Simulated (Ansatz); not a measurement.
# SiNH₄ (quartet): one geometry, many settings at distance Si1–H5 along a hydrogen transfer = 1.680 Å

Aim: run SiNH₄ (quartet) at one geometry under a spread of methods and options, and see what each costs and gives.

The runs use Ansatz 0.2.0, Gaussian basis; the settings change from run to run.

11 further runs of the same task are left out: 1 for a mislabelled method, 8 that didn't finish, 2 set aside as unsound or not needed.

## (1) The system

The geometry derives from fragments relaxed apart (PBE0/def2-TZVP) and kept rigid, so it is no stationary point. A hydrogen atom is moved between rigid fragments.

6 atoms, charge 0, spin multiplicity 4.

Atoms are counted from 1 here; the program's logs count them from 0.

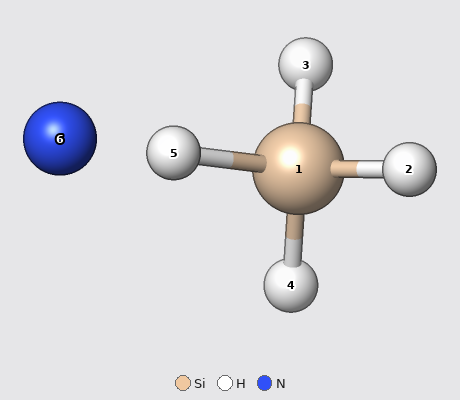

The geometry (silicon light orange, hydrogen white, nitrogen blue); atoms are numbered from 1 in the order of the file.

## (2) CCSD(T) on UHF/def2-SVP

File in.yaml:

```yaml
crystal:
  periodic: [false, false, false]
  atoms:
    - {symbol: Si, position_ang: [-0.978156, 0.000000, 0.000000]}
    - {symbol: H, position_ang: [-1.473028, 1.399708, 0.000000]}
    - {symbol: H, position_ang: [-1.473027, -0.699854, 1.212183]}
    - {symbol: H, position_ang: [-1.473028, -0.699854, -1.212183]}
    - {symbol: H, position_ang: [0.701844, 0.000000, 0.000000]}
    - {symbol: N, position_ang: [2.228844, 0.000000, 0.000000]}
basis:
  gaussian: {orbitals: def2-SVP}
magnetization: {spin_polarized: true, initial_magnetization: 3}
correlation: {method: ccsd_t, electrons: all}
scf: {lower_state_search: off}
```

Run with:

```bash
$ ansatz run in.yaml --threads 1 --pin off --events-out ev --progress --plain --max-ram 2393MiB
```

Standard output:

```text
Functional definition: HF
  name "HF"
  cite "Fock, Z. Phys. 61, 126 (1930) doi:10.1007/BF01340294"
  parent pbe
  exchange = exact_x
  correlation = 0
these checks for a lower state are left out or cut short: stability, starts, cluster_reference, orbital_swaps, neighbouring_geometries, increment
517 factors; integrals over basis functions are off by at most 1.6e-3 eV
mean field evaluation 1: about -9398.6432 eV, gradient 9.9e0 eV
mean field evaluation 2: about -9398.6570 eV, gradient 1.0e1 eV
mean field evaluation 4: about -9400.0444 eV, gradient 1.4e0 eV
mean field evaluation 8: about -9400.0905 eV, gradient 1.5e-3 eV
mean field -9400.09051773 eV, -345.4469549162 hartree, gradient 7.7e-6 eV, S^2 3.777421; 0 other end points of the search recorded, 0 dependent functions left out
reference -9400.09051773 eV, -345.4469549162 hartree; 14, 11 occupied and 38, 41 virtual orbitals, 517 factors
second order -5.60274324 eV of doubles, -0.00000000 eV of singles
cycle   1  -6.50538392 eV  change   -9.0e-1 eV  update   6.5e-2
cycle   2  -6.82230046 eV  change   -3.2e-1 eV  update   2.4e-2
cycle   3  -6.84149955 eV  change   -1.9e-2 eV  update   8.8e-3
cycle   4  -6.84188165 eV  change   -3.8e-4 eV  update   4.1e-3
cycle   5  -6.84350088 eV  change   -1.6e-3 eV  update   2.2e-3
cycle   6  -6.84409717 eV  change   -6.0e-4 eV  update   9.0e-4
cycle   7  -6.84433250 eV  change   -2.4e-4 eV  update   3.3e-4
cycle   8  -6.84439238 eV  change   -6.0e-5 eV  update   1.1e-4
cycle   9  -6.84435699 eV  change    3.5e-5 eV  update   3.7e-5
cycle  10  -6.84434848 eV  change    8.5e-6 eV  update   1.5e-5
perturbative correction -0.12688082 eV, -0.0046627840 hartree
Total energy: -9407.06174702 eV, -345.7031428674 hartree
Checks for a lower state left out: stability, starts, cluster_reference, orbital_swaps, neighbouring_geometries, increment
```

Run time: 2.5 s. Hardware: 1 thread of INTEL XEON PLATINUM 8581C at 2.30GHz, shared host.

From the report: ⟨S²⟩ of the determinant 3.777 (pure quartet: 3.75); correlation -6.9712 eV; T1 0.010; largest double amplitude 0.04.

## (3) BCCD on ROHF/cc-pVDZ

in.yaml: that of step 2 with these lines changed.

```diff
@@ -10,5 +10,4 @@
 basis:
-  gaussian: {orbitals: def2-SVP}
-magnetization: {spin_polarized: true, initial_magnetization: 3}
-correlation: {method: ccsd_t, electrons: all}
-scf: {lower_state_search: off}
+  gaussian: {orbitals: cc-pVDZ}
+magnetization: {spin_polarized: false, initial_magnetization: 3}
+correlation: {method: bccd, electrons: outside_noble_gas}
```

Same command.

Standard output, shortened:

```text
Functional definition: HF
  name "HF"
  cite "Fock, Z. Phys. 61, 126 (1930) doi:10.1007/BF01340294"
  parent pbe
[...]
493 factors; integrals over basis functions are off by at most 1.1e-3 eV
[...]
mean field -9403.83822767 eV, -345.5846807164 hartree, gradient 9.5e-7 eV, S^2 3.750000; 0 other end points of the search recorded, 0 dependent functions left out
[...]
6 core orbitals not correlated: weight in the atoms' cores, before any rotation towards them, 1.000 or more for the frozen orbitals, at most 0.000 for the correlated occupied ones
reference -9403.83822767 eV, -345.5846807164 hartree; 8, 5 occupied and 38, 41 virtual orbitals, 493 factors
second order -5.41938750 eV of doubles, -0.09082725 eV of singles
cycle   1  -6.51785396 eV  change    -1.0e0 eV  update   7.1e-2
[...]
cycle  11  -6.84714800 eV  change   -2.9e-6 eV  update   8.0e-6
Total energy: -9410.68537567 eV, -345.8363087643 hartree
```

It took 1.2 s on 1 thread of INTEL XEON PLATINUM 8581C at 2.30GHz, shared host.

From the report: correlation -6.8471 eV; largest double amplitude 0.04.

## (4) CCSD/def2-mTZVP

in.yaml: that of step 3 with these lines changed.

```diff
@@ -10,4 +10,6 @@
 basis:
-  gaussian: {orbitals: cc-pVDZ}
-magnetization: {spin_polarized: false, initial_magnetization: 3}
-correlation: {method: bccd, electrons: outside_noble_gas}
+  gaussian: {orbitals: def2-mTZVP}
+magnetization: {spin_polarized: true, initial_magnetization: 3}
+hamiltonian: {xc: {name: PBE}}
+correlation: {method: ccsd, electrons: outside_noble_gas}
+scf: {lower_state_search: full}
```

Same command.

Standard output, shortened:

```text
Functional definition: PBE
  name "PBE"
  cite "Perdew, Burke & Ernzerhof, Phys. Rev. Lett. 77, 3865 (1996) doi:10.1103/PhysRevLett.77.3865"
  parent pbe
[...]
482 factors; integrals over basis functions are off by at most 7.0e-4 eV
[...]
mean field -9421.49894351 eV, -346.2337000527 hartree, gradient 1.8e-6 eV, S^2 3.756672; 2 other end points of the search recorded, 0 dependent functions left out
6 core orbitals not correlated: weight in the atoms' cores, before any rotation towards them, 1.000 or more for the frozen orbitals, at most 0.000 for the correlated occupied ones
reference -9403.35535508 eV, -345.5669354759 hartree; 8, 5 occupied and 39, 42 virtual orbitals, 482 factors
second order -5.19852645 eV of doubles, -0.48686951 eV of singles
cycle   1  -6.26724740 eV  change   -5.8e-1 eV  update   6.1e-2
[...]
cycle  10  -6.56800886 eV  change   -1.6e-6 eV  update   1.5e-5
Total energy: -9409.92336394 eV, -345.8083053496 hartree
```

It took 1.9 s on 1 thread of INTEL XEON PLATINUM 8581C at 2.30GHz, shared host.

From the report: ⟨S²⟩ of the determinant 3.757 (pure quartet: 3.75); correlation -6.5680 eV; T1 0.028; largest double amplitude 0.04. The orbitals are Kohn-Sham ones, so correlation energy and T1 don't compare with those on Hartree-Fock orbitals.

## (5) BCCD(T) on UHF/6-31G*

in.yaml: that of step 4 with these lines changed.

```diff
@@ -10,6 +10,6 @@
 basis:
-  gaussian: {orbitals: def2-mTZVP}
+  gaussian: {orbitals: "6-31G*"}
 magnetization: {spin_polarized: true, initial_magnetization: 3}
-hamiltonian: {xc: {name: PBE}}
-correlation: {method: ccsd, electrons: outside_noble_gas}
-scf: {lower_state_search: full}
+correlation: {method: bccd_t, electrons: outside_noble_gas}
+scf: {lower_state_search: light}
+output: {forces: true}
```

The command is unchanged.

Standard output, shortened:

```text
Functional definition: HF
  name "HF"
  cite "Fock, Z. Phys. 61, 126 (1930) doi:10.1007/BF01340294"
  parent pbe
[...]
428 factors; integrals over basis functions are off by at most 9.1e-4 eV
[...]
mean field -9403.34384630 eV, -345.5665125360 hartree, gradient 4.0e-6 eV, S^2 3.776359; 0 other end points of the search recorded, 0 dependent functions left out
6 core orbitals not correlated: weight in the atoms' cores, before any rotation towards them, 1.000 or more for the frozen orbitals, at most 0.000 for the correlated occupied ones
reference -9403.34384630 eV, -345.5665125360 hartree; 8, 5 occupied and 28, 31 virtual orbitals, 428 factors
second order -4.42316672 eV of doubles, -0.00000000 eV of singles
cycle   1  -5.25776637 eV  change   -8.3e-1 eV  update   6.7e-2
[...]
cycle  12  -5.58771203 eV  change   -1.1e-6 eV  update   2.1e-6
perturbative correction -0.10587510 eV, -0.0038908383 hartree
[...]
Total energy: -9409.03743344 eV, -345.7757480041 hartree
Atom 0 at    -0.978156     0.000000     0.000000 Å, force     1.303000    -0.000001    -0.000000 eV/Å
Atom 1 at    -1.473028     1.399708     0.000000 Å, force    -0.026724     0.138585     0.000000 eV/Å
Atom 2 at    -1.473027    -0.699854     1.212183 Å, force    -0.026724    -0.069292     0.120016 eV/Å
Atom 3 at    -1.473028    -0.699854    -1.212183 Å, force    -0.026724    -0.069292    -0.120016 eV/Å
Atom 4 at     0.701844     0.000000     0.000000 Å, force    -2.520143     0.000001     0.000000 eV/Å
Atom 5 at     2.228844     0.000000     0.000000 Å, force     1.297315    -0.000000    -0.000000 eV/Å
Dipole moment:    -0.079561    -0.000000     0.000000 e Å
```

Wall time 2.5 s (1 thread of INTEL XEON PLATINUM 8581C at 2.30GHz, shared host).

From the report: ⟨S²⟩ of the determinant 3.776 (pure quartet: 3.75); correlation -5.6936 eV; largest double amplitude 0.05.

## (6) MP2 on ROHF/cc-pVDZ

in.yaml: that of step 5 with these lines changed.

```diff
@@ -10,6 +10,5 @@
 basis:
-  gaussian: {orbitals: "6-31G*"}
-magnetization: {spin_polarized: true, initial_magnetization: 3}
-correlation: {method: bccd_t, electrons: outside_noble_gas}
+  gaussian: {orbitals: cc-pVDZ}
+magnetization: {spin_polarized: false, initial_magnetization: 3}
+correlation: {method: mp2, electrons: outside_noble_gas}
 scf: {lower_state_search: light}
-output: {forces: true}
```

The command is unchanged.

Standard output:

```text
Functional definition: HF
  name "HF"
  cite "Fock, Z. Phys. 61, 126 (1930) doi:10.1007/BF01340294"
  parent pbe
  exchange = exact_x
  correlation = 0
493 factors; integrals over basis functions are off by at most 1.1e-3 eV
mean field evaluation 1: about -9402.0244 eV, gradient 1.2e1 eV
mean field evaluation 2: about -9402.0484 eV, gradient 1.2e1 eV
mean field evaluation 4: about -9403.7425 eV, gradient 2.7e0 eV
mean field evaluation 8: about -9403.8373 eV, gradient 3.1e-1 eV
mean field evaluation 16: about -9403.8382 eV, gradient 9.5e-7 eV
mean field -9403.83822767 eV, -345.5846807164 hartree, gradient 9.5e-7 eV, S^2 3.750000; 0 other end points of the search recorded, 0 dependent functions left out
6 core orbitals not correlated: weight in the atoms' cores, before any rotation towards them, 1.000 or more for the frozen orbitals, at most 0.000 for the correlated occupied ones
reference -9403.83822767 eV, -345.5846807164 hartree; 8, 5 occupied and 38, 41 virtual orbitals, 493 factors
second order -5.41938750 eV of doubles, -0.09082725 eV of singles
Total energy: -9409.34844242 eV, -345.7871773737 hartree
```

Wall time 0.36 s (1 thread of INTEL XEON PLATINUM 8581C at 2.30GHz, shared host).

## (7) NEVPT2(3,5)/STO-3G

in.yaml: that of step 6 with these lines changed.

```diff
@@ -10,5 +10,5 @@
 basis:
-  gaussian: {orbitals: cc-pVDZ}
+  gaussian: {orbitals: STO-3G}
 magnetization: {spin_polarized: false, initial_magnetization: 3}
-correlation: {method: mp2, electrons: outside_noble_gas}
-scf: {lower_state_search: light}
+correlation: {method: sc_nevpt2, electrons: outside_noble_gas, active_space: {window: {electrons: 3, orbitals: 5}}}
+output: {forces: true}
```

Same command.

Standard output, shortened:

```text
Functional definition: HF
  name "HF"
  cite "Fock, Z. Phys. 61, 126 (1930) doi:10.1007/BF01340294"
  parent pbe
[...]
204 factors; integrals over basis functions are off by at most 3.9e-5 eV
[...]
mean field -9294.65317824 eV, -341.5722041582 hartree, gradient 1.8e-6 eV, S^2 3.750000; 0 other end points of the search recorded, 0 dependent functions left out
reference -9294.65317824 eV, -341.5722041582 hartree; 14, 11 occupied and 4, 7 virtual orbitals, 204 factors
state -9294.65319006 eV, -341.5722045925 hartree
state -9294.65319006 eV, -341.5722045925 hartree; corrected -9296.00006918 eV, -341.6217014872 hartree
WARN: 2 active orbitals are nearly empty or full. The corrections depend on them more than the energy does, and are more stable in an active space without them
[...]
WARN: the results are in doubt because close orbitals or states may skew the forces
Total energy: -9296.00006918 eV, -341.6217014872 hartree
Atom 0 at    -0.978156     0.000000     0.000000 Å, force     2.427845    -0.046456    -0.000036 eV/Å
Atom 1 at    -1.473028     1.399708     0.000000 Å, force     0.362541    -1.145071     0.000006 eV/Å
Atom 2 at    -1.473027    -0.699854     1.212183 Å, force     0.373953     0.594117    -1.008714 eV/Å
Atom 3 at    -1.473028    -0.699854    -1.212183 Å, force     0.373964     0.594124     1.008739 eV/Å
Atom 4 at     0.701844     0.000000     0.000000 Å, force    -5.526921     0.003377     0.000009 eV/Å
Atom 5 at     2.228844     0.000000     0.000000 Å, force     1.988618    -0.000091    -0.000004 eV/Å
Dipole moment:     0.053517     0.001480     0.000000 e Å
In doubt: close orbitals or states may skew the forces
```

Run time: 0.24 s. Hardware: 1 thread of INTEL XEON PLATINUM 8581C at 2.30GHz, shared host.

From the report: 10 determinants; active occupations 1.00, 1.00, 1.00, 0.00, 0.00. The program marks this result as in doubt; its last lines say why.

## (8) CCSDT(Q)/B/STO-3G

in.yaml: that of step 7 with these lines changed.

```diff
@@ -11,4 +11,5 @@
   gaussian: {orbitals: STO-3G}
-magnetization: {spin_polarized: false, initial_magnetization: 3}
-correlation: {method: sc_nevpt2, electrons: outside_noble_gas, active_space: {window: {electrons: 3, orbitals: 5}}}
-output: {forces: true}
+magnetization: {spin_polarized: true, initial_magnetization: 3}
+hamiltonian: {xc: {name: B3LYP}, pseudopotentials: {relativity: none}}
+correlation: {method: ccsdt_q_b, electrons: outside_noble_gas}
+scf: {lower_state_search: light}
```

The command is unchanged.

Standard output, shortened:

```text
Functional definition: B3LYP
  name "B3LYP"
  cite "Stephens, Devlin, Chabalowski & Frisch, J. Phys. Chem. 98, 11623 (1994) doi:10.1021/j100096a001"
  cite "Becke, Phys. Rev. A 38, 3098 (1988) doi:10.1103/PhysRevA.38.3098"
  cite "Lee, Yang & Parr, Phys. Rev. B 37, 785 (1988) doi:10.1103/PhysRevB.37.785"
  cite "Vosko, Wilk & Nusair, Can. J. Phys. 58, 1200 (1980) doi:10.1139/p80-159"
[...]
295 factors; integrals over basis functions are off by at most 3.2e-8 eV
[...]
mean field -9316.96898806 eV, -342.3922950429 hartree, gradient 2.8e-7 eV, S^2 3.756678; 0 other end points of the search recorded, 0 dependent functions left out
6 core orbitals not correlated: weight in the atoms' cores, before any rotation towards them, 0.999 or more for the frozen orbitals, at most 0.000 for the correlated occupied ones
reference -9294.43818400 eV, -341.5643032654 hartree; 8, 5 occupied and 4, 7 virtual orbitals, 295 factors
second order -1.45672127 eV of doubles, -0.14919278 eV of singles
cycle   1  -2.10592830 eV  change   -5.0e-1 eV  update   6.3e-2
[...]
cycle  14  -2.42050437 eV  change    1.4e-7 eV  update   6.3e-7
perturbative correction -0.00050033 eV, -0.0000183867 hartree
Total energy: -9296.85918869 eV, -341.6532735469 hartree
```

It took 2.5 s on 1 thread of INTEL XEON PLATINUM 8581C at 2.30GHz, shared host.

From the report: ⟨S²⟩ of the determinant 3.757 (pure quartet: 3.75); correlation -2.4210 eV; T1 0.021; largest double amplitude 0.08. The orbitals are Kohn-Sham ones, so correlation energy and T1 don't compare with those on Hartree-Fock orbitals.

## (9) All runs side by side

Where basis and cores are those of an earlier UCCSDT(Q)/cc-pVDZ run (-9410.8451 eV), and the state is the same kind, the miss against it is given. † marks a result that the program doubts.

| level | correlated | functions | energy (eV) | from UCCSDT(Q) (meV) | time |
| --- | --- | --- | --- | --- | --- |
| CCSD(T) on UHF/def2-SVP | all | 52 | -9407.0617 |  | 2.5 s |
| BCCD on ROHF/cc-pVDZ | outside noble gas | 52 | -9410.6854 | 159.7 | 1.2 s |
| CCSD/def2-mTZVP (on PBE orbitals) | outside noble gas | 53 | -9409.9234 |  | 1.9 s |
| BCCD(T) on UHF/6-31G* | outside noble gas | 42 | -9409.0374 |  | 2.5 s |
| MP2 on ROHF/cc-pVDZ | outside noble gas | 52 | -9409.3484 | 1496.7 | 0.36 s |
| NEVPT2(3,5)/STO-3G † | outside noble gas | 18 | -9296.0001 |  | 0.24 s |
| CCSDT(Q)/B/STO-3G (on B3LYP orbitals) | outside noble gas | 18 | -9296.8592 |  | 2.5 s |

## (10) Outcome

```
quantity                           value
    runs                               7
quickest    NEVPT2(3,5)/STO-3G †, 0.24 s
 slowest  CCSD(T) on UHF/def2-SVP, 2.5 s
```

What this shows: Total energies in different bases, with other cores or another treatment of relativity can't be set against each other. CCSD(T) on UHF/def2-SVP took 11 times as long as NEVPT2(3,5)/STO-3G †; the jobs differ in more than the method. Among the correlated runs with a miss given, it spans +160 to +1497 meV.
